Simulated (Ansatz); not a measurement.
**CHOSi (charge −1): density, localisation and related maps**

Input file:

```
crystal:
  periodic: [false, false, false]
  atoms:
    - {symbol: C, position_ang: [0.010971, 2.443314, -0.192973]}
    - {symbol: O, position_ang: [1.449693, 0.591160, 1.958385]}
    - {symbol: Si, position_ang: [0.853885, 1.323368, 0.706057]}
    - {symbol: H, position_ang: [-0.108729, 2.510116, -1.278621]}
basis:
  gaussian:
    orbitals: def2-TZVPD
hamiltonian:
  xc: pbe0
total_charge: -1
output: {forces: true, orbitals: {seedname: orbitals}}
```

Command:

```sh
ansatz run input.yaml --threads 1 --pin off --max-ram 2610MiB --events-out events.jsonl --progress --plain --runs-dir runs
```

Geometry: PBE0-D3(BJ)/def2-SVPD.

These are results of Ansatz 0.2.0, isolated molecule in a Gaussian basis; Kohn-Sham density functional theory, functional PBE0, not measurements.

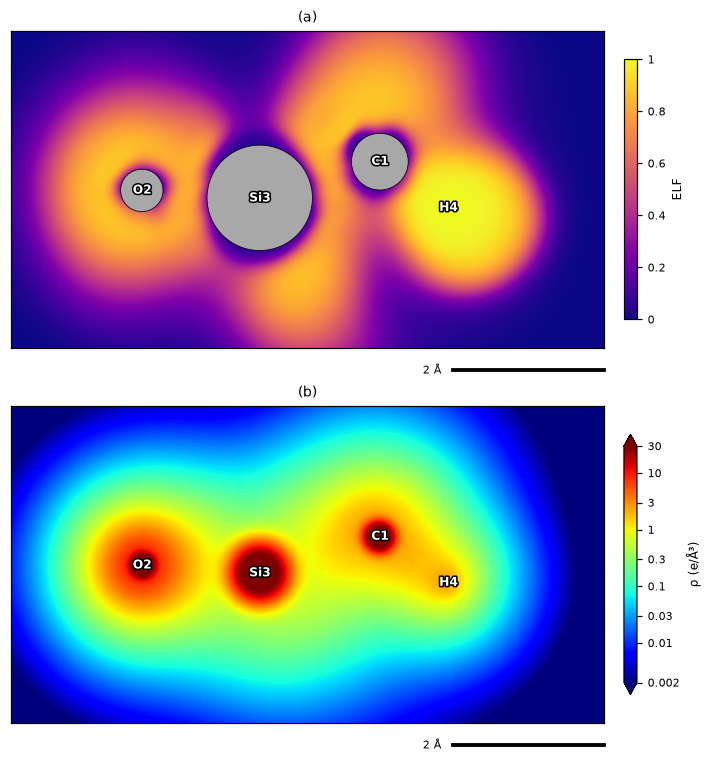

Figure 1. (a) electron localisation function; (b) total electron density on the molecular plane. Grey discs cover the atomic cores in the ELF map.

Question: Read the bonding off the picture.

Answer:
- The section cuts through C, O, Si and H sites.
- Si–O (1.57 Å): ρ is about 1.4 e/Å³ halfway; the ELF peaks at about 0.80 between the atoms (a polar covalent bond).
- C–Si (1.67 Å): ρ is about 1.1 e/Å³ halfway; the ELF peaks at about 0.80 between the atoms (localised, covalent bonding).
- C–H (1.09 Å): the density is about 1.9 e/Å³ at the midpoint; the ELF climbs to about 1 towards the hydrogen, as it does in any bond to H (a covalent bond by its length).
- The ELF also peaks beside Si3, O2 and C1, away from the bonds: lone-pair regions.

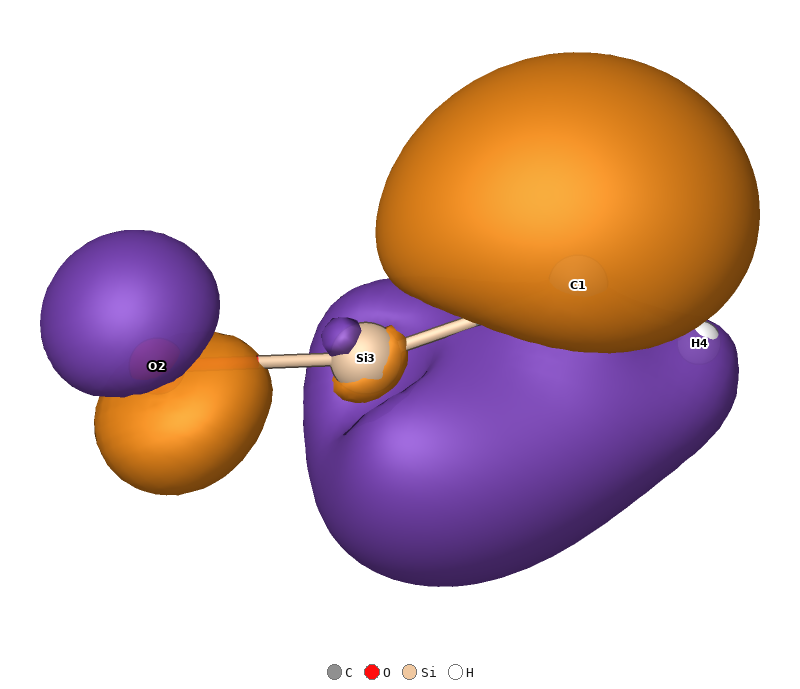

Figure 2. The HOMO−1 at ±0.1 Å⁻³ᐟ² (orange and purple are the two phases), seen at a tilt.

Question: What is the character of this orbital?

Answer: It lies mainly on C1 (about 55 %), Si3 (about 30 %) and O2 (about 10 %); it is symmetric in the molecular plane (an in-plane orbital: σ, lone-pair or in-plane π type). Its energy is −1.14 eV.

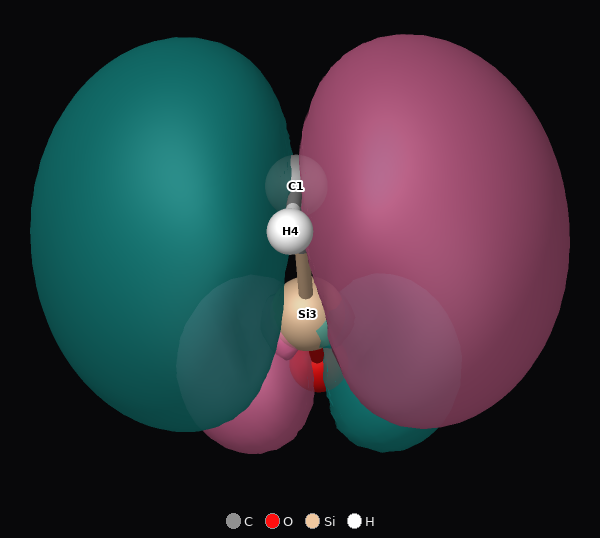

Figure 3. The HOMO at ±0.1 Å⁻³ᐟ² (teal and pink are the two phases), seen at an oblique angle.

Question: Describe this orbital and give its energy.

Answer: By Hirshfeld shares it lies mainly on C1 (about 55 %), Si3 (about 30 %) and O2 (about 10 %); it changes sign across the molecular plane (π type); π-bonding across C1–Si3. Its energy is −0.62 eV.
